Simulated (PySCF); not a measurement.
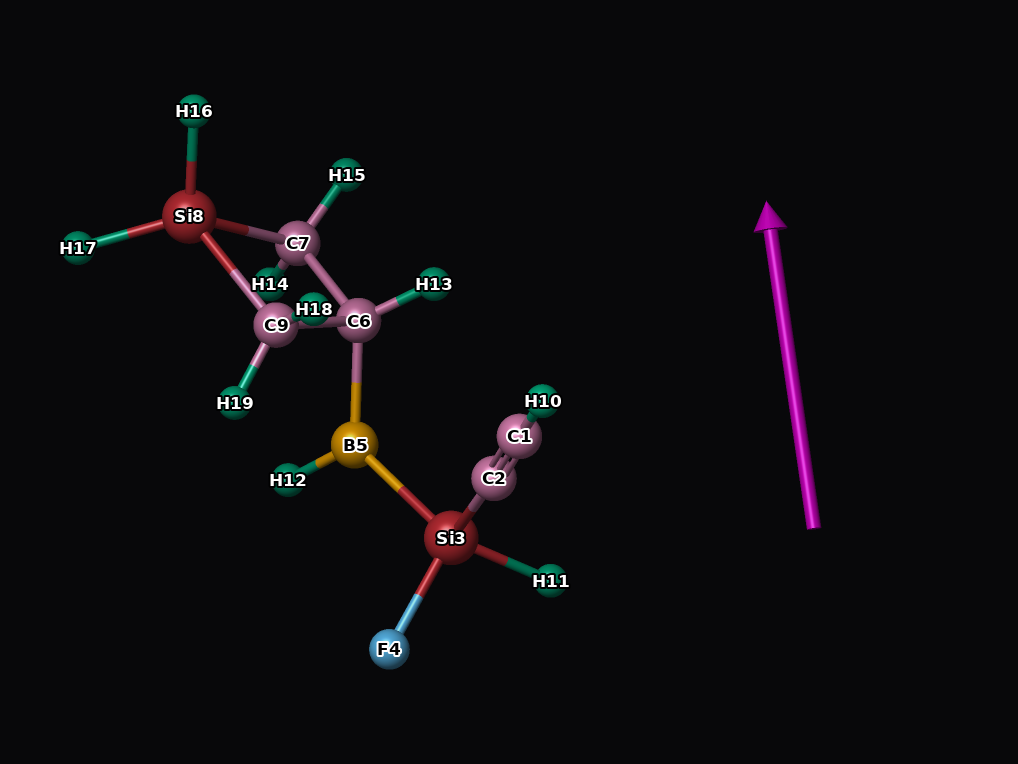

The arrow beside the molecule shows the direction of the dipole moment, from the negative to the positive end (its length means nothing). The geometry was computed by an optimisation with GFN2-xTB. No frequency run is at hand to confirm it as a minimum. Level of theory: PBE0/pcSseg-1, gas phase (PySCF 2.14.0).

How large is the dipole moment?

3.55 D; it points from the side of F4 to the side of H16 (the outermost atoms at the two ends).

The geometry is semi-empirical. Around B, Si such bond lengths and angles can be off by a tenth of an ångström or more and by several degrees, and values that hang on the shape move with them.
